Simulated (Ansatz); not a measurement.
Run report: GeH₆SO, saddle-point search (part 1 of 2)

- system: GeH₆SO
- method: RKS BLYP-D4/STO-3G (Ansatz 0.2.0)

Figures and captions count atoms from 1; the log counts them from 0 in places.

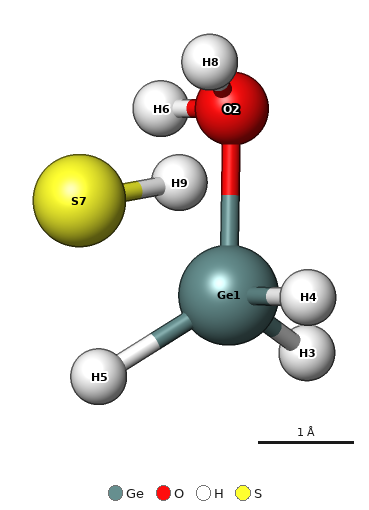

Fig. 1: The structure as given in the input (ball-and-stick view, seen at an oblique angle; atoms are numbered from 1 in the order of the input). Sticks mark near contacts.

**Key numbers**

- outcome: converged
- total energy: −68692.6646 eV
- mean-field energy: −68692.2829 eV
- dispersion energy: −0.3817 eV
- largest force (length of the vector) at the end: 0.011 eV/Å
- dipole moment: 1.24 D
- hardware: 4 threads of Arm Neoverse V1, 23 GiB of memory available, shared host
- wall time: 63 s (CPU time 3.7 min)
- peak memory: 0.43 GiB

**Input**
```yaml
crystal:
  periodic: [false, false, false]
  atoms:
    - {symbol: Ge, position_ang: [-0.891130, -0.406133, -0.066001]}
    - {symbol: O, position_ang: [0.481798, 0.221277, 1.190963]}
    - {symbol: H, position_ang: [-0.451812, -1.655442, -0.831363]}
    - {symbol: H, position_ang: [-1.844502, -0.809686, 1.140075]}
    - {symbol: H, position_ang: [-1.841369, 0.648752, -0.937209]}
    - {symbol: H, position_ang: [1.009937, 0.689193, 0.372381]}
    - {symbol: S, position_ang: [1.217779, 0.800741, -1.426765]}
    - {symbol: H, position_ang: [0.255297, 0.799908, 1.896193]}
    - {symbol: H, position_ang: [2.057612, -0.326851, -1.442862]}
basis:
  gaussian: {orbitals: STO-3G}
hamiltonian: {xc: {name: BLYP}, dispersion: d4}
saddle:
  f_tol: 0.1
  max_steps: 40
  mode_guess:
    - [0.0765, 0.0018, -0.3465]
    - [0.2686, 0.1206, 0.0911]
    - [-0.0923, -0.1146, -0.1563]
    - [0.2198, 0.0640, -0.1321]
    - [-0.1577, -0.0383, -0.1122]
    - [-0.1333, 0.0081, 0.6684]
    - [-0.2450, -0.1395, -0.0778]
    - [0.1825, 0.1471, 0.0196]
    - [-0.1191, -0.0492, 0.0459]
```

Launch command:
```bash
ansatz run in.yaml --threads 4 --pin off --events-out ev --progress --plain --max-ram 9574MiB
```

**What the program printed**
```
Functional definition: BLYP
  name "BLYP"
  cite "Becke, Phys. Rev. A 38, 3098 (1988) doi:10.1103/PhysRevA.38.3098"
  cite "Lee, Yang & Parr, Phys. Rev. B 37, 785 (1988) doi:10.1103/PhysRevB.37.785"
  parameter beta = 0.0042
  parameter a = 0.04918
  parameter b = 0.132
  parameter c = 0.2533
  parameter d = 0.349
  exchange = b88_x(beta = beta)
  correlation = lyp_c(a = a, b = b, c = c, d = d)
465 factors; integrals over basis functions are off by at most 1.2e-5 eV
mean field evaluation 1: about -68546.6796 eV, gradient 2.6e2 eV
mean field evaluation 2: about -68550.1745 eV, gradient 1.0e2 eV
mean field evaluation 4: about -68586.6667 eV, gradient 7.3e1 eV
mean field evaluation 8: about -68690.3039 eV, gradient 8.0e0 eV
mean field evaluation 16: about -68690.5706 eV, gradient 1.1e-3 eV
mean field -68690.57055267 eV, -2524.3319076696 hartree, gradient 5.8e-5 eV, S^2 0.000000; 0 other end points of the search recorded, 0 dependent functions left out
the calculation of the forces begins
reference -68690.57079006 eV, -2524.3319163937 hartree; 31, 31 occupied and 7, 7 virtual orbitals, 465 factors
these checks for a lower state are left out or cut short: stability, starts, cluster_reference, orbital_swaps, neighbouring_geometries, increment
465 factors; integrals over basis functions are off by at most 1.1e-5 eV
mean field -68690.55069615 eV, -2524.3311779560 hartree, gradient 6.3e-6 eV, S^2 0.000000; 0 other end points of the search recorded, 0 dependent functions left out
[... from here on the field's lines of each further geometry are left out, up to the last ...]
saddle step   1: F+E_penalty+E_count = -68690.93587247 eV  max|allowed force component| = 4.922e0 eV/Å  curvature = -0.0234 eV/Å²  mode residual = 1.08e1 eV/Å²  Δτ_max = 0.0000 Å  (1 rotations, 4 force calls, 67 SCF iters)  cluster: 3 rotations left out, max|force component along them| = 3.016e-7 eV/Å
saddle step   2: F+E_penalty+E_count = -68692.21482527 eV  max|allowed force component| = 1.553e0 eV/Å  curvature = +0.1622 eV/Å²  mode residual = 4.07e0 eV/Å²  Δτ_max = 0.1670 Å  (1 rotations, 4 force calls, 71 SCF iters)  cluster: 3 rotations left out, max|force component along them| = 5.769e-7 eV/Å
saddle step   3: F+E_penalty+E_count = -68692.40837691 eV  max|allowed force component| = 1.468e0 eV/Å  curvature = -1.2044 eV/Å²  mode residual = 1.83e0 eV/Å²  Δτ_max = 0.1014 Å  (1 rotations, 3 force calls, 53 SCF iters)  cluster: 3 rotations left out, max|force component along them| = 3.828e-7 eV/Å
saddle step   4: F+E_penalty+E_count = -68692.35862191 eV  max|allowed force component| = 1.465e0 eV/Å  curvature = -1.4497 eV/Å²  mode residual = 2.79e0 eV/Å²  Δτ_max = 0.1559 Å  (1 rotations, 3 force calls, 52 SCF iters)  cluster: 3 rotations left out, max|force component along them| = 2.865e-7 eV/Å
saddle step   5: F+E_penalty+E_count = -68692.55529421 eV  max|allowed force component| = 9.710e-1 eV/Å  curvature = -1.5198 eV/Å²  mode residual = 1.82e0 eV/Å²  Δτ_max = 0.1203 Å  (1 rotations, 3 force calls, 52 SCF iters)  cluster: 3 rotations left out, max|force component along them| = 4.816e-7 eV/Å
saddle step   6: F+E_penalty+E_count = -68692.57183052 eV  max|allowed force component| = 8.931e-1 eV/Å  curvature = -1.4870 eV/Å²  mode residual = 1.10e0 eV/Å²  Δτ_max = 0.0083 Å  (1 rotations, 3 force calls, 53 SCF iters)  cluster: 3 rotations left out, max|force component along them| = 5.096e-7 eV/Å
saddle step   7: F+E_penalty+E_count = -68692.61951701 eV  max|allowed force component| = 2.725e-1 eV/Å  curvature = -1.4006 eV/Å²  mode residual = 1.61e0 eV/Å²  Δτ_max = 0.0603 Å  (1 rotations, 3 force calls, 52 SCF iters)  cluster: 3 rotations left out, max|force component along them| = 5.113e-7 eV/Å
saddle step   8: F+E_penalty+E_count = -68692.61564104 eV  max|allowed force component| = 5.669e-1 eV/Å  curvature = -1.4679 eV/Å²  mode residual = 1.49e0 eV/Å²  Δτ_max = 0.0550 Å  (1 rotations, 3 force calls, 53 SCF iters)  cluster: 3 rotations left out, max|force component along them| = 5.436e-7 eV/Å
saddle step   9: F+E_penalty+E_count = -68692.62512954 eV  max|allowed force component| = 1.389e-1 eV/Å  curvature = -1.5114 eV/Å²  mode residual = 7.84e-1 eV/Å²  Δτ_max = 0.0223 Å  (1 rotations, 3 force calls, 53 SCF iters)  cluster: 3 rotations left out, max|force component along them| = 4.727e-7 eV/Å
saddle step  10: F+E_penalty+E_count = -68692.62569343 eV  max|allowed force component| = 8.919e-2 eV/Å  curvature = -1.5282 eV/Å²  mode residual = 1.04e0 eV/Å²  Δτ_max = 0.0099 Å  (1 rotations, 6 force calls, 93 SCF iters)  cluster: 3 rotations left out, max|force component along them| = 4.499e-7 eV/Å
saddle step  11: F+E_penalty+E_count = -68692.63237861 eV  max|allowed force component| = 1.533e-1 eV/Å  curvature = -1.0972 eV/Å²  mode residual = 1.22e0 eV/Å²  Δτ_max = 0.0780 Å  (1 rotations, 3 force calls, 52 SCF iters)  cluster: 3 rotations left out, max|force component along them| = 3.265e-7 eV/Å
saddle step  12: F+E_penalty+E_count = -68692.64805366 eV  max|allowed force component| = 2.747e-1 eV/Å  curvature = -0.7056 eV/Å²  mode residual = 1.07e0 eV/Å²  Δτ_max = 0.0928 Å  (1 rotations, 3 force calls, 53 SCF iters)  cluster: 3 rotations left out, max|force component along them| = 2.140e-7 eV/Å
saddle step  13: F+E_penalty+E_count = -68692.68401433 eV  max|allowed force component| = 4.127e-1 eV/Å  curvature = -0.0653 eV/Å²  mode residual = 1.64e0 eV/Å²  Δτ_max = 0.1052 Å  (1 rotations, 3 force calls, 53 SCF iters)  cluster: 3 rotations left out, max|force component along them| = 3.178e-7 eV/Å
saddle step  14: F+E_penalty+E_count = -68692.77237456 eV  max|allowed force component| = 6.073e-1 eV/Å  curvature = +0.9629 eV/Å²  mode residual = 1.71e0 eV/Å²  Δτ_max = 0.2000 Å  (1 rotations, 4 force calls, 71 SCF iters)  cluster: 3 rotations left out, max|force component along them| = 4.010e-7 eV/Å
saddle step  15: F+E_penalty+E_count = -68692.75166101 eV  max|allowed force component| = 4.581e-1 eV/Å  curvature = +0.6273 eV/Å²  mode residual = 1.50e0 eV/Å²  Δτ_max = 0.0745 Å  (1 rotations, 4 force calls, 64 SCF iters)  cluster: 3 rotations left out, max|force component along them| = 2.732e-7 eV/Å
saddle step  16: F+E_penalty+E_count = -68692.70607901 eV  max|allowed force component| = 4.218e-1 eV/Å  curvature = -0.1248 eV/Å²  mode residual = 2.21e0 eV/Å²  Δτ_max = 0.0577 Å  (1 rotations, 3 force calls, 52 SCF iters)  cluster: 3 rotations left out, max|force component along them| = 3.066e-7 eV/Å
saddle step  17: F+E_penalty+E_count = -68692.69052603 eV  max|allowed force component| = 3.229e-1 eV/Å  curvature = -0.3032 eV/Å²  mode residual = 1.49e0 eV/Å²  Δτ_max = 0.0305 Å  (1 rotations, 3 force calls, 53 SCF iters)  cluster: 3 rotations left out, max|force component along them| = 3.319e-7 eV/Å
saddle step  18: F+E_penalty+E_count = -68692.58611679 eV  max|allowed force component| = 4.295e-1 eV/Å  curvature = -0.6444 eV/Å²  mode residual = 2.50e0 eV/Å²  Δτ_max = 0.1229 Å  (1 rotations, 3 force calls, 53 SCF iters)  cluster: 3 rotations left out, max|force component along them| = 2.734e-7 eV/Å
saddle step  19: F+E_penalty+E_count = -68692.63515056 eV  max|allowed force component| = 2.818e-1 eV/Å  curvature = -1.0615 eV/Å²  mode residual = 2.19e0 eV/Å²  Δτ_max = 0.0567 Å  (1 rotations, 3 force calls, 52 SCF iters)  cluster: 3 rotations left out, max|force component along them| = 2.500e-7 eV/Å
saddle step  20: F+E_penalty+E_count = -68692.64358967 eV  max|allowed force component| = 2.018e-1 eV/Å  curvature = -1.3652 eV/Å²  mode residual = 1.76e0 eV/Å²  Δτ_max = 0.0363 Å  (1 rotations, 3 force calls, 52 SCF iters)  cluster: 3 rotations left out, max|force component along them| = 2.997e-7 eV/Å
saddle step  21: F+E_penalty+E_count = -68692.64952607 eV  max|allowed force component| = 1.818e-1 eV/Å  curvature = -1.4259 eV/Å²  mode residual = 1.63e0 eV/Å²  Δτ_max = 0.0142 Å  (1 rotations, 3 force calls, 54 SCF iters)  cluster: 3 rotations left out, max|force component along them| = 2.564e-7 eV/Å
saddle step  22: F+E_penalty+E_count = -68692.65212952 eV  max|allowed force component| = 1.430e-1 eV/Å  curvature = -1.4872 eV/Å²  mode residual = 1.44e0 eV/Å²  Δτ_max = 0.0261 Å  (1 rotations, 3 force calls, 52 SCF iters)  cluster: 3 rotations left out, max|force component along them| = 2.166e-7 eV/Å
saddle step  23: F+E_penalty+E_count = -68692.65347572 eV  max|allowed force component| = 1.165e-1 eV/Å  curvature = -1.5316 eV/Å²  mode residual = 1.23e0 eV/Å²  Δτ_max = 0.0172 Å  (1 rotations, 3 force calls, 53 SCF iters)  cluster: 3 rotations left out, max|force component along them| = 2.212e-7 eV/Å
saddle step  24: F+E_penalty+E_count = -68692.65922105 eV  max|allowed force component| = 2.050e-1 eV/Å  curvature = -1.4866 eV/Å²  mode residual = 1.30e0 eV/Å²  Δτ_max = 0.0655 Å  (1 rotations, 3 force calls, 52 SCF iters)  cluster: 3 rotations left out, max|force component along them| = 3.466e-7 eV/Å
saddle step  25: F+E_penalty+E_count = -68692.66236534 eV  max|allowed force component| = 4.098e-1 eV/Å  curvature = -1.4571 eV/Å²  mode residual = 1.07e0 eV/Å²  Δτ_max = 0.0463 Å  (1 rotations, 3 force calls, 53 SCF iters)  cluster: 3 rotations left out, max|force component along them| = 2.776e-7 eV/Å
saddle step  26: F+E_penalty+E_count = -68692.66444996 eV  max|allowed force component| = 7.215e-2 eV/Å  curvature = -1.5257 eV/Å²  mode residual = 9.93e-1 eV/Å²  Δτ_max = 0.0164 Å  (1 rotations, 6 force calls, 94 SCF iters)  cluster: 3 rotations left out, max|force component along them| = 2.532e-7 eV/Å
saddle step  27: F+E_penalty+E_count = -68692.66416811 eV  max|allowed force component| = 3.208e-2 eV/Å  curvature = -1.5677 eV/Å²  mode residual = 9.39e-1 eV/Å²  Δτ_max = 0.0347 Å  (1 rotations, 8 force calls, 119 SCF iters)  cluster: 3 rotations left out, max|force component along them| = 2.393e-7 eV/Å
saddle search: the force at step 28 is within saddle.f_tol, and the search now checks the order of the point unasked, as it does wherever a lone molecule whose rigid rotations it leaves out would converge (saddle.isolated_cluster): at most 100 rotations across the mode and 202 force calls, two more next to a line or behind a second negative curvature, two more where it reads a positive, two for each turn that reads one and six more at each negative that it reads, and up to 22 at one that stands (24 where saddle.amplitude is under 0.005 Å), over each length that the point is read over (saddle.order_check: false declines the check)
saddle search: the rotation starts from a random direction (saddle.seed = 0)
the calculation of the forces begins
reference -68692.28284989 eV, -2524.3948334318 hartree; 31, 31 occupied and 7, 7 virtual orbitals, 465 factors
465 factors; integrals over basis functions are off by at most 2.0e-5 eV
mean field -68692.28264245 eV, -2524.3948258086 hartree, gradient 1.1e-5 eV, S^2 0.000000; 1 other end points of the search recorded, 0 dependent functions left out
the calculation of the forces begins
reference -68692.28286676 eV, -2524.3948340519 hartree; 31, 31 occupied and 7, 7 virtual orbitals, 465 factors
saddle step  28: F+E_penalty+E_count = -68692.66433323 eV  max|allowed force component| = 8.908e-3 eV/Å  curvature = -1.6151 eV/Å² (error put at 0.0010; -1.6159 at half of saddle.amplitude)  mode residual = 7.55e-1 eV/Å²  Δτ_max = 0.0102 Å  (1 rotations, 71 force calls, 948 SCF iters)  order check (unasked): positive, curvature across the mode = +0.2985 eV/Å²; +0.1948 less its residual, +0.1947 less it at half of saddle.amplitude; error put at 0.0001 (63 force calls)  cluster: 3 rotations left out, max|force component along them| = 4.107e-7 eV/Å
```

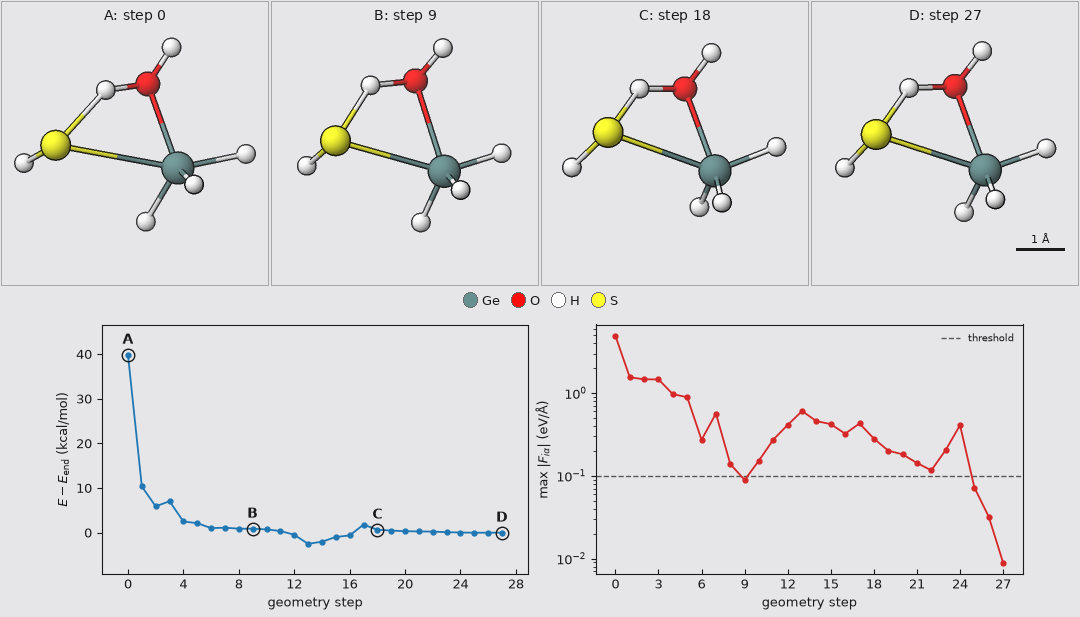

Fig. 2: Frames of the saddle-point search (ball-and-stick view, seen at a tilt) above the curves, on which the letters mark them (the first geometry is step 0 here and step 1 in the log).

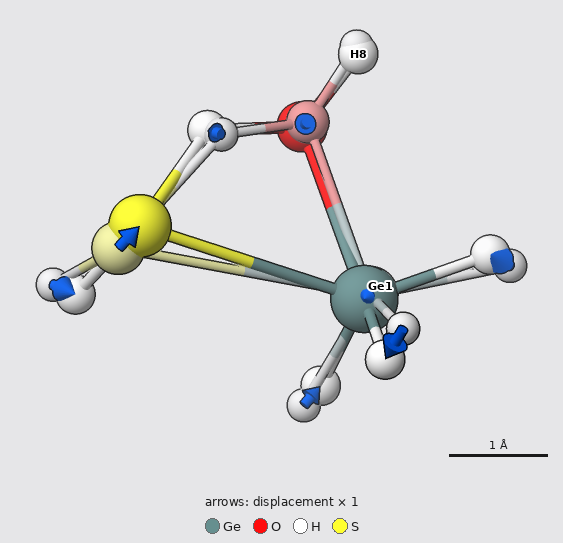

Fig. 3: Start (faint) and end (solid) with the displacements as blue arrows, at true length (ball-and-stick view, seen at a tilt). The two geometries are laid on each other by the best rigid fit. Over 27 geometry steps the energy falls by 39.9 kcal/mol. Largest force component: 4.9 eV/Å at the start, 0.0089 eV/Å at the end. The atom that moves furthest after the best rigid fit is H5 (0.44 Å). Largest moves by element: H 0.44 Å, S 0.32 Å, O 0.27 Å, Ge 0.13 Å. Among the contacts that change: Ge1–H5 1.666 → 1.403 Å, Ge1–S7 2.785 → 2.579 Å, H6–S7 1.815 → 1.646 Å, Ge1–H4 1.589 → 1.421 Å. Among the angles that change: O2–Ge1–H5 122.1° → 144.3°, Ge1–O2–H8 120.6° → 104.2°, H4–Ge1–S7 159.2° → 144.1°. (Atoms are counted from 1 in the order of the input.)

```
WARN: saddle search: converged after 28 steps; from 4 of them it moved with no negative curvature along its mode to follow; the point found lies 0.459 Å from the start (the largest move of one atom). A search that has climbed so is the less sure of closing on the saddle that was meant: its order check read positive: it found no second negative curvature, which short of reading every direction across the mode is no proof (saddle.order_check, Limitations), and says nothing of whether the point is that saddle. Compare its geometry with the start
Total energy: -68692.66455754 eV, -2524.4088609292 hartree
Atom 0 at    -0.893060    -0.350183    -0.170740 Å, force     0.006473     0.002286     0.001670 eV/Å
Atom 1 at     0.601617     0.004561     1.252804 Å, force    -0.005259     0.002986     0.008908 eV/Å
Atom 2 at    -0.500499    -1.614419    -0.548070 Å, force    -0.000405    -0.002772    -0.000896 eV/Å
Atom 3 at    -1.731608    -0.460985     0.971044 Å, force     0.000536    -0.000879     0.000654 eV/Å
Atom 4 at    -1.714426     0.254416    -1.134360 Å, force    -0.002117     0.002653    -0.001192 eV/Å
Atom 5 at     1.200689     0.603661     0.407309 Å, force    -0.001369     0.000284    -0.001239 eV/Å
Atom 6 at     1.080698     0.956562    -1.195650 Å, force     0.000124    -0.002065    -0.003816 eV/Å
Atom 7 at     0.215306     0.771173     1.842289 Å, force     0.002364    -0.004516    -0.004676 eV/Å
Atom 8 at     1.734893    -0.203027    -1.529214 Å, force    -0.000347     0.002023     0.000588 eV/Å
Dipole moment:     0.086567     0.105396     0.220348 e Å
```

**Trajectory as extended XYZ (Å, eV, eV/Å), 28 frames, from step=1 to step=28**
```
9
Properties=species:S:1:pos:R:3:forces:R:3 step=1 energy=-68690.93587
Ge   -0.8911   -0.4061   -0.0660   -1.7816  -0.0360  -1.7620
O     0.4818    0.2213    1.1910    0.2656  -4.9216  -3.3122
H    -0.4518   -1.6554   -0.8314   -0.9158   1.6682   1.3660
H    -1.8445   -0.8097    1.1401    1.5384   0.6041  -1.6351
H    -1.8414    0.6488   -0.9372    1.6016  -2.0297   1.7110
H     1.0099    0.6892    0.3724    1.9059   1.4326  -2.5240
S     1.2178    0.8007   -1.4268   -0.3483  -0.9792   2.1069
H     0.2553    0.7999    1.8962   -1.6626   3.6396   3.9940
H     2.0576   -0.3269   -1.4429   -0.6032   0.6219   0.0552
9
Properties=species:S:1:pos:R:3:forces:R:3 step=2 energy=-68692.21483
Ge   -0.8842   -0.4025   -0.1282   -1.4950   0.0945  -1.0598
O     0.4895    0.1482    1.1338    0.4181   0.7700   1.5527
H    -0.5705   -1.6520   -0.8574   -0.3303   1.3589   0.9239
H    -1.7244   -0.7672    1.0608    0.6360   0.1827  -0.9189
H    -1.8313    0.5284   -0.9086    1.3065  -1.2430   1.0530
H     1.1500    0.7790    0.3583    0.0903  -0.3822  -1.3339
S     1.1898    0.8209   -1.3100    0.0289  -0.1798   0.4232
H     0.2352    0.8481    1.8930   -0.4954  -0.8685  -0.6769
H     1.9396   -0.3412   -1.3462   -0.1591   0.2673   0.0366
9
Properties=species:S:1:pos:R:3:forces:R:3 step=3 energy=-68692.40838
Ge   -0.8468   -0.3683   -0.1712   -1.4679  -0.3304  -0.5389
O     0.5430    0.1758    1.2110   -0.0670  -0.3721   0.2035
H    -0.5810   -1.6190   -0.8534   -0.1640   1.0424   0.5987
H    -1.6358   -0.7338    1.0245    0.3792   0.1523  -0.6442
H    -1.8112    0.4973   -0.9136    1.0762  -0.8527   0.7128
H     1.1604    0.7088    0.3682    0.0662   0.6626  -0.5679
S     1.1309    0.8049   -1.3438    0.0816  -0.3202   1.0348
H     0.1454    0.8419    1.9217    0.1798  -0.0781  -0.6339
H     1.8888   -0.3458   -1.3480   -0.0841   0.0962  -0.1650
```
